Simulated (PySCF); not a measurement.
# ZrCl₃: rigid scans about the minimum

How stiff is ZrCl₃ (doublet) against rigid distortions? The scans start from its PBE minimum.

The runs use PySCF 2.14.0; PBE, basis Zr def2-SVP with ECP28, Cl def2-SVP, scalar-relativistic core potentials, no spin–orbit coupling, density fitting.

## Step 1: The system as given

4 atoms, charge 0, spin multiplicity 2.

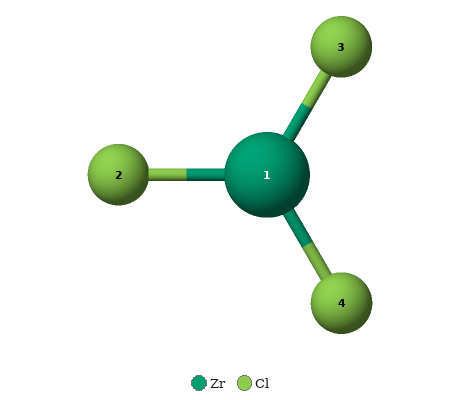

The starting geometry (zirconium teal, chlorine green); atoms are numbered from 1 in the order of the file.

Z-matrix (Å, degrees; charge 0 multiplicity 2):
```
Zr
Cl 1 2.3401
Cl 1 2.3400 2 120.05
Cl 1 2.3400 2 120.05 3 180.00
```

## Step 2: Density, ELF and potential

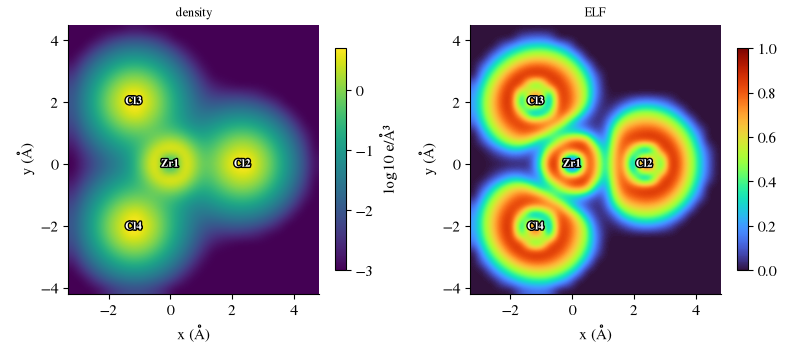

The plane holds Zr1 at (0.00, 0.00), Cl2 at (2.34, 0.00), Cl3 at (-1.17, 2.03), Cl4 at (-1.17, -2.03) Å. ELF is set to 0 where the density is under 0.005 e/Å³; an orbital's overall sign is arbitrary. Electrons inside core potentials are absent.

Orbitals, density, ELF and potential are computed afterwards from the orbital file.

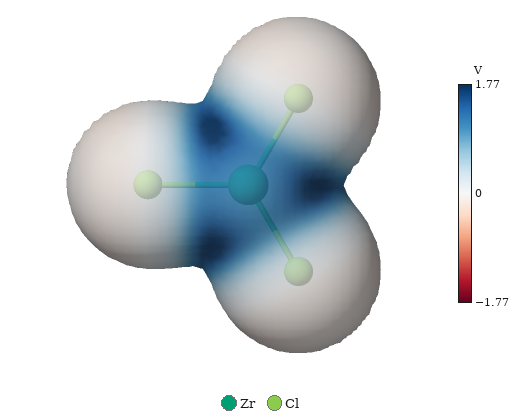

Electrostatic potential on the surface of density 0.002 e/bohr³; red is low, blue high. It runs, from the 1st to the 99th percentile, from -0.14 V near Cl2 to 1.77 V near Zr1.

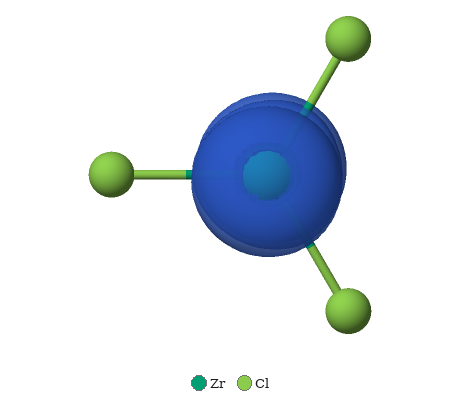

Spin density at ±0.02 e/Å³ (alpha excess blue, beta excess red).

Values on the line from Zr1 (at 0) through Cl2 (at 2.340 Å):

```csv
distance (Å),density (e/Å³),ELF,electrostatic potential (V),spin density (e/Å³)
-0.82,1.45,0.827,35.5,0.0826
0.70,2.46,0.807,54.7,0.143
0.94,0.884,0.377,24.7,0.0534
1.17,0.593,0.318,14.5,0.0176
1.40,0.891,0.768,15.1,0.00466
1.64,1.61,0.798,32.1,-0.00312
1.87,2.52,0.107,91.8,-0.00576
2.11,41.8,0.85,344,-0.00267
2.46,178,0.522,1.1e+03,-0.0225
2.69,7.13,0.258,164,-0.000404
2.93,1.86,0.529,52.3,-0.00233
3.16,0.981,0.894,17.7,-0.0016
3.39,0.391,0.85,6.05,-0.000915
3.63,0.152,0.697,1.99,-0.000564
```

Making the fields took 2.9 s on 2 threads of Intel Xeon Platinum 8375C at 2.90GHz (Ice Lake), shared host.

## Step 3: Breathing scan

One driver script runs all scans and calls PySCF for each point, on a (75, 302) grid.

Started as:

```sh
$ OMP_NUM_THREADS=2 python axn.py task.json out
```

A rigid scan with PBE: all bonds to the central atom are scaled together. Each point starts from its neighbour's orbitals, and energies count from the minimum.

```csv
scale of all bonds to the centre,energy (kJ/mol),dipole size (D),⟨S²⟩
0.88,275.6,0.00,0.75
0.92,107.0,0.00,0.75
0.96,23.5,0.00,0.75
1.00,0.0,0.00,0.75
1.04,18.3,0.00,0.75
1.08,65.0,0.00,0.75
1.14,168.1,0.00,0.76
1.22,335.8,0.01,0.76
1.35,617.9,0.01,0.80
```

The scan took 30 s.

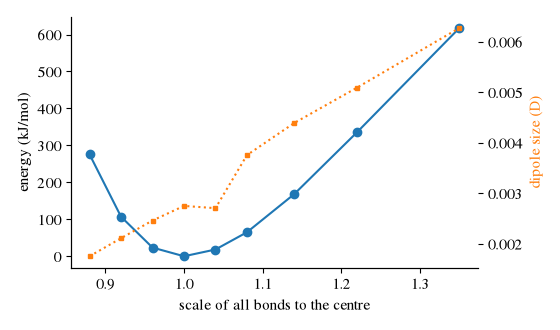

Energy (circles) and dipole moment (squares) along the scan.

## Step 4: Stretching one bond

A rigid scan with PBE: the bond from Zr to the last atom (Cl) is scaled and the rest held.

```csv
scale of one bond,energy (kJ/mol),dipole size (D),⟨S²⟩
0.92,32.6,1.01,0.75
0.96,7.1,0.50,0.75
1.00,0.0,0.00,0.75
1.05,8.3,0.60,0.75
1.12,39.3,1.40,0.75
1.20,88.0,2.25,0.75
1.35,187.5,3.66,0.76
1.55,301.8,5.07,0.78
1.80,396.2,5.68,0.98
2.20,463.2,5.72,1.31
```

The scan took 78 s.

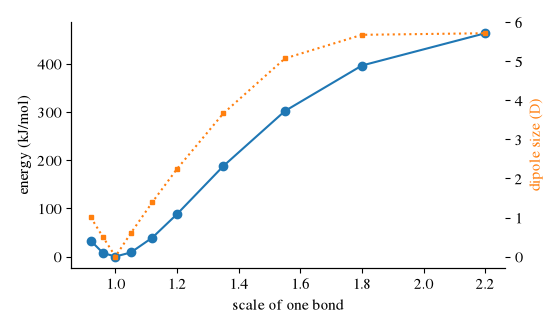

Energy (circles) and dipole moment (squares) along the scan.

⟨S²⟩ grows along the scan: the determinant mixes in higher spin as the pair uncouples.

## Step 5: Umbrella curve

A rigid scan with PBE: angle between each bond and the threefold axis, bonds fixed.

```csv
angle of the bonds to the threefold axis (°),energy (kJ/mol),dipole size (D),⟨S²⟩
55,125.2,2.85,0.75
60,79.2,2.52,0.75
65,48.0,2.18,0.75
70,27.2,1.81,0.75
75,13.7,1.40,0.75
80,5.5,0.96,0.75
85,1.3,0.49,0.75
90,0.0,0.00,0.75
```

The scan took 31 s.

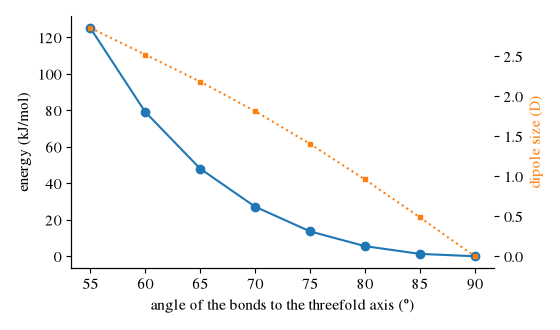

Energy (circles) and dipole moment (squares) along the scan.

## Step 6: Outcome

| quantity | value |
| --- | --- |
| all bonds 4 % longer | 18.3 kJ/mol |
| one bond 20 % longer | 88.0 kJ/mol |

Shortening all bonds by 4 % costs 23.5 kJ/mol and lengthening them 18.3: the wall is steeper on the short side. Open d and f shells are described by one determinant, and the ground state may have another occupation or spin.
